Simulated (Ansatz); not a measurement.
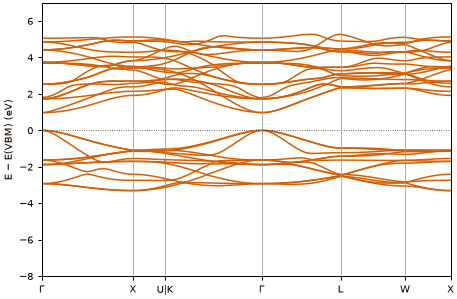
Fig. 1. Band structure from DFT-r²SCAN in the program Ansatz with PAW potentials

Q: Read off the gap and where the band edges lie.

A: About 1.0 eV (0.97 eV by a search for the band edges); maximum at Γ, minimum at Γ.

Q: Pick the material that matches.
(A) LaN, zinc blende
(B) CaSe, rock salt
(C) Ca6Sb2PN, Fm-3m (Ca on 24e, Sb on 8c, P on 4a, N on 4b)
(D) KRb2RhF6, Fm-3m (K on 4b, Rb on 8c, Rh on 4a, F on 24e)

A: C, Ca6Sb2PN, Fm-3m (Ca on 24e, Sb on 8c, P on 4a, N on 4b)

The start of the workflow was typed in or built on a structure type; neither database checked (COD, Materials Project) lists it. Whether it is the stable phase at ambient conditions was not checked. Symmetry was held in the r²SCAN relaxation; whether a distortion lowers the energy is not shown. Spin–orbit coupling is left out wherever it is not named.

Potentials: the later of the program's two PAW sets.
